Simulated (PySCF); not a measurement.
# CSn (charge −1): single-point calculation

- system: CSn, charge −1, multiplicity 2
- method: UHF/crenbl, mp2 (PySCF 2.14.0)

Some settings of this run were made unusual or wrong on purpose.

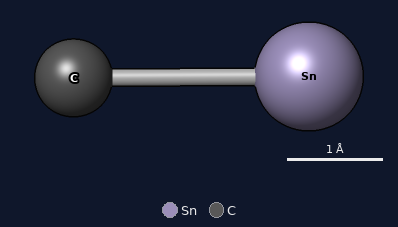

The structure (ball-and-stick view, seen on its broad side). Sticks mark near contacts. Bond lengths as drawn: C–Sn 2.48 Å.

**Input**
```python
from pyscf import gto, scf, mp

mol = gto.M(
    atom='Sn 0 0 0; C 0 0 2.484',
    basis='crenbl',
    ecp={'Sn': 'crenbl', 'C': 'crenbl'},
    charge=-1,
    spin=1,
    verbose=4,
)
mf = scf.UHF(mol)
mf.init_guess = 'random'
mf.kernel()
mp.MP2(mf).kernel()
mf.dip_moment()
print('orbital energies (hartree):', [e[max(0, n-3):n+3].round(4) for e, n in zip(mf.mo_energy, mol.nelec)])
```

Run as:
```bash
OMP_NUM_THREADS=1 python input.py
```

**Output**
```
PySCF version 2.14.0

[INPUT] verbose = 4
[INPUT] num. atoms = 2
[INPUT] num. electrons = 19
[INPUT] charge = -1
[INPUT] spin (= nelec alpha-beta = 2S) = 1
[INPUT] symmetry False subgroup None
[INPUT] Mole.unit = angstrom
[INPUT] Symbol           X                Y                Z      unit          X                Y                Z       unit  Magmom
[INPUT]  1 Sn     0.000000000000   0.000000000000   0.000000000000 AA    0.000000000000   0.000000000000   0.000000000000 Bohr   0.0
[INPUT]  2 C      0.000000000000   0.000000000000   2.484000000000 AA    0.000000000000   0.000000000000   4.694079693420 Bohr   0.0

nuclear repulsion = 11.9299210191304
number of shells = 18
number of NR pGTOs = 48
number of NR cGTOs = 48
basis = crenbl
ecp = {'Sn': 'crenbl', 'C': 'crenbl'}

******** <class 'pyscf.scf.uhf.UHF'> ********
method = UHF
initial guess = random
damping factor = 0
level_shift factor = 0
DIIS = <class 'pyscf.scf.diis.CDIIS'>
diis_start_cycle = 1
diis_space = 8
diis_damp = 0
SCF conv_tol = 1e-09
SCF conv_tol_grad = None
SCF max_cycles = 50
direct_scf = True
direct_scf_tol = 1e-13
number electrons alpha = 10  beta = 9
Set gradient conv threshold to 3.16228e-05
init E= -67.0857620604581
  alpha nocc = 10  HOMO = -0.39637481486391  LUMO = -0.232435179519087

WARN: beta  nocc = 9  HOMO -0.396374814863912 >= LUMO -0.39637481486391

WARN: HOMO -0.39637481486391 >= LUMO -0.39637481486391

cycle= 1 E= -72.3806980496844  delta_E= -5.29  |g|= 1.24  |ddm|= 3.32
  alpha nocc = 10  HOMO = -0.00452448044571674  LUMO = 0.232629344402309
  beta  nocc = 9  HOMO = -0.0915553895833742  LUMO = 0.0543786886190425
  HOMO = -0.00452448044572  LUMO = 0.054378688619  gap/eV = 1.60284
cycle= 2 E= -70.5470903590085  delta_E= 1.83  |g|= 1.84  |ddm|= 5.59
  alpha nocc = 10  HOMO = 0.0695020232776713  LUMO = 0.292100318242899
  beta  nocc = 9  HOMO = 0.0956295569285928  LUMO = 0.227619142537393
  HOMO = 0.0956295569286  LUMO = 0.227619142537  gap/eV = 3.59162
cycle= 3 E= -73.0178569391698  delta_E= -2.47  |g|= 0.507  |ddm|= 2.88
  alpha nocc = 10  HOMO = -0.029521696887427  LUMO = 0.178783718066139
  beta  nocc = 9  HOMO = -0.0239570146598493  LUMO = 0.102494722154335
  HOMO = -0.0239570146598  LUMO = 0.102494722154  gap/eV = 3.44093
cycle= 4 E= -73.2532752704728  delta_E= -0.235  |g|= 0.198  |ddm|= 0.977
  alpha nocc = 10  HOMO = -0.0399931267021045  LUMO = 0.206189598286066
  beta  nocc = 9  HOMO = -0.0377442308444838  LUMO = 0.201876487869515
  HOMO = -0.0377442308445  LUMO = 0.20187648787  gap/eV = 6.52041
cycle= 5 E= -73.2808854813509  delta_E= -0.0276  |g|= 0.0697  |ddm|= 0.263
  alpha nocc = 10  HOMO = -0.0366153665761106  LUMO = 0.214755488758648
  beta  nocc = 9  HOMO = -0.0384231325602533  LUMO = 0.20076866217027
  HOMO = -0.0366153665761  LUMO = 0.20076866217  gap/eV = 6.45955
cycle= 6 E= -73.2887888651729  delta_E= -0.0079  |g|= 0.0293  |ddm|= 0.163
  alpha nocc = 10  HOMO = -0.0365432260064094  LUMO = 0.214533793177272
  beta  nocc = 9  HOMO = -0.0392120582199567  LUMO = 0.200885875836969
  HOMO = -0.0365432260064  LUMO = 0.200885875837  gap/eV = 6.46077
cycle= 7 E= -73.2892808816876  delta_E= -0.000492  |g|= 0.0302  |ddm|= 0.00837
  alpha nocc = 10  HOMO = -0.0429791605366858  LUMO = 0.22804047616755
  beta  nocc = 9  HOMO = -0.0316122743438005  LUMO = 0.197743766295148
  HOMO = -0.0316122743438  LUMO = 0.197743766295  gap/eV = 6.24110
cycle= 8 E= -73.2832396099765  delta_E= 0.00604  |g|= 0.0154  |ddm|= 0.182
  alpha nocc = 10  HOMO = -0.0412166045551838  LUMO = 0.223973363345184
  beta  nocc = 9  HOMO = -0.0283054256444508  LUMO = 0.19866597961135
  HOMO = -0.0283054256445  LUMO = 0.198665979611  gap/eV = 6.17621
cycle= 9 E= -73.2837798526916  delta_E= -0.00054  |g|= 0.0126  |ddm|= 0.0383
  alpha nocc = 10  HOMO = -0.04121769008703  LUMO = 0.223072748132838
  beta  nocc = 9  HOMO = -0.0277128187621436  LUMO = 0.199657377249574
  HOMO = -0.0277128187621  LUMO = 0.19965737725  gap/eV = 6.18706
cycle= 10 E= -73.2843370841158  delta_E= -0.000557  |g|= 0.0116  |ddm|= 0.0345
  alpha nocc = 10  HOMO = -0.0402149713577993  LUMO = 0.221806347188392
  beta  nocc = 9  HOMO = -0.0268686848669009  LUMO = 0.199282296104748
  HOMO = -0.0268686848669  LUMO = 0.199282296105  gap/eV = 6.15388
cycle= 11 E= -73.2839750234732  delta_E= 0.000362  |g|= 0.0101  |ddm|= 0.0216
  alpha nocc = 10  HOMO = -0.0390748982767684  LUMO = 0.224246460839375
  beta  nocc = 9  HOMO = -0.0274098352805969  LUMO = 0.197954103631071
  HOMO = -0.0274098352806  LUMO = 0.197954103631  gap/eV = 6.13247
cycle= 12 E= -73.2834476057348  delta_E= 0.000527  |g|= 0.00738  |ddm|= 0.0526
  alpha nocc = 10  HOMO = -0.0377030673288556  LUMO = 0.228969551835952
  beta  nocc = 9  HOMO = -0.0267751327804406  LUMO = 0.198341678363353
  HOMO = -0.0267751327804  LUMO = 0.198341678363  gap/eV = 6.12574
cycle= 13 E= -73.283628663933  delta_E= -0.000181  |g|= 0.0025  |ddm|= 0.0919
  alpha nocc = 10  HOMO = -0.0362499717673321  LUMO = 0.228508287142186
  beta  nocc = 9  HOMO = -0.0247226342627627  LUMO = 0.197946524710976
  HOMO = -0.0247226342628  LUMO = 0.197946524711  gap/eV = 6.05914
cycle= 14 E= -73.2835920246689  delta_E= 3.66e-05  |g|= 0.00142  |ddm|= 0.0361
  alpha nocc = 10  HOMO = -0.0356791404382335  LUMO = 0.227872776513345
  beta  nocc = 9  HOMO = -0.0243977524441408  LUMO = 0.198102423865532
  HOMO = -0.0243977524441  LUMO = 0.198102423866  gap/eV = 6.05454
cycle= 15 E= -73.2835892273224  delta_E= 2.8e-06  |g|= 0.000884  |ddm|= 0.0107
  alpha nocc = 10  HOMO = -0.0358341757468215  LUMO = 0.228100253017823
  beta  nocc = 9  HOMO = -0.0245936143048262  LUMO = 0.198137098415103
  HOMO = -0.0245936143048  LUMO = 0.198137098415  gap/eV = 6.06081
cycle= 16 E= -73.283591318814  delta_E= -2.09e-06  |g|= 0.000484  |ddm|= 0.00506
  alpha nocc = 10  HOMO = -0.035845947995524  LUMO = 0.228180656061479
  beta  nocc = 9  HOMO = -0.024542676831437  LUMO = 0.198124553034172
  HOMO = -0.0245426768314  LUMO = 0.198124553034  gap/eV = 6.05908
cycle= 17 E= -73.2835920900318  delta_E= -7.71e-07  |g|= 0.000362  |ddm|= 0.00296
  alpha nocc = 10  HOMO = -0.0358965837878931  LUMO = 0.228239938373322
  beta  nocc = 9  HOMO = -0.0245704442088781  LUMO = 0.198128912651908
  HOMO = -0.0245704442089  LUMO = 0.198128912652  gap/eV = 6.05996
cycle= 18 E= -73.2835932787999  delta_E= -1.19e-06  |g|= 0.000272  |ddm|= 0.0035
  alpha nocc = 10  HOMO = -0.0358897750759513  LUMO = 0.228224926564247
  beta  nocc = 9  HOMO = -0.0245079131362111  LUMO = 0.198149256875639
  HOMO = -0.0245079131362  LUMO = 0.198149256876  gap/eV = 6.05881
cycle= 19 E= -73.2835944124498  delta_E= -1.13e-06  |g|= 0.000193  |ddm|= 0.00443
  alpha nocc = 10  HOMO = -0.0359188778273651  LUMO = 0.22824992590985
  beta  nocc = 9  HOMO = -0.024494904251928  LUMO = 0.198143475440788
  HOMO = -0.0244949042519  LUMO = 0.198143475441  gap/eV = 6.05830
cycle= 20 E= -73.283595067585  delta_E= -6.55e-07  |g|= 0.000164  |ddm|= 0.00356
  alpha nocc = 10  HOMO = -0.0359251870268023  LUMO = 0.228269557106398
  beta  nocc = 9  HOMO = -0.0244966208588888  LUMO = 0.198145174313479
  HOMO = -0.0244966208589  LUMO = 0.198145174313  gap/eV = 6.05839
cycle= 21 E= -73.2835951155149  delta_E= -4.79e-08  |g|= 0.000168  |ddm|= 0.000289
  alpha nocc = 10  HOMO = -0.0359229578545806  LUMO = 0.22826186510829
  beta  nocc = 9  HOMO = -0.0244994421637856  LUMO = 0.198144653181814
  HOMO = -0.0244994421638  LUMO = 0.198144653182  gap/eV = 6.05845
cycle= 22 E= -73.2835950929655  delta_E= 2.25e-08  |g|= 0.00016  |ddm|= 0.000165
  alpha nocc = 10  HOMO = -0.0358977275224843  LUMO = 0.228221981107531
  beta  nocc = 9  HOMO = -0.0245083006358937  LUMO = 0.198150621811801
  HOMO = -0.0245083006359  LUMO = 0.198150621812  gap/eV = 6.05886
cycle= 23 E= -73.283595145469  delta_E= -5.25e-08  |g|= 8.07e-05  |ddm|= 0.00225
  alpha nocc = 10  HOMO = -0.0358964167301734  LUMO = 0.228194014796297
  beta  nocc = 9  HOMO = -0.0245198451657573  LUMO = 0.198152409993095
  HOMO = -0.0245198451658  LUMO = 0.198152409993  gap/eV = 6.05922
cycle= 24 E= -73.283595168719  delta_E= -2.33e-08  |g|= 1.89e-05  |ddm|= 0.00171
  alpha nocc = 10  HOMO = -0.0358979562444646  LUMO = 0.228190584422887
  beta  nocc = 9  HOMO = -0.0245197338401482  LUMO = 0.19815282867942
  HOMO = -0.0245197338401  LUMO = 0.198152828679  gap/eV = 6.05923
cycle= 25 E= -73.2835951713642  delta_E= -2.65e-09  |g|= 1.16e-05  |ddm|= 0.000219
  alpha nocc = 10  HOMO = -0.0359009543237161  LUMO = 0.228187651197536
  beta  nocc = 9  HOMO = -0.0245214329030379  LUMO = 0.198152298003515
  HOMO = -0.024521432903  LUMO = 0.198152298004  gap/eV = 6.05926
cycle= 26 E= -73.2835951719189  delta_E= -5.55e-10  |g|= 4.58e-06  |ddm|= 9.15e-05
  alpha nocc = 10  HOMO = -0.0359013004514936  LUMO = 0.228187941671109
  beta  nocc = 9  HOMO = -0.0245210429028901  LUMO = 0.198152506456027
  HOMO = -0.0245210429029  LUMO = 0.198152506456  gap/eV = 6.05926
```

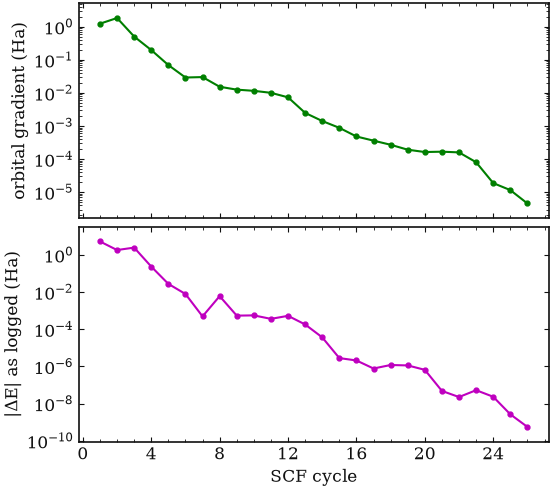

Convergence of the self-consistent field: orbital gradient and size of the energy change against the SCF cycle. The residual falls almost steadily, with no more than small rises.

```
Extra cycle  E= -73.2835951720015  delta_E= -8.26e-11  |g|= 3.85e-06  |ddm|= 2.27e-05
converged SCF energy = -73.2835951720015  <S^2> = 0.75401313  2S+1 = 2.0040091

******** <class 'pyscf.mp.ump2.UMP2'> ********
nocc = (np.int64(10), np.int64(9)), nmo = (48, 48)
E(UMP2) = -73.646109474906  E_corr = -0.362514302904524
E(SCS-UMP2) = -73.6256217242477  E_corr = -0.342026552246254
E_corr(same-spin) = -0.107296859122125
E_corr(oppo-spin) = -0.255217443782399

WARN: System has nonzero charge -1; the dipole moment is origin-dependent.
Location of origin: [0. 0. 0.]

Dipole moment(X, Y, Z, Debye):  0.00000,  0.00000, -5.86747
orbital energies (hartree): [array([-0.109 , -0.0629, -0.0359,  0.1945,  0.2208,  0.2737]), array([-0.2821, -0.1021, -0.0245,  0.1982,  0.2282,  0.2855])]
```

**What the run reported**

| quantity | value |
| --- | --- |
| outcome | converged |
| SCF energy | −73.283595 hartree |
| ⟨S²⟩ | 0.754 |
| hardware | 1 CPU thread, shared host |
| wall time | 0.88 s |

**What went wrong**

Some settings of this run were drawn to be unusual or wrong. It converged; results that depend on the unusual settings are not reference values.
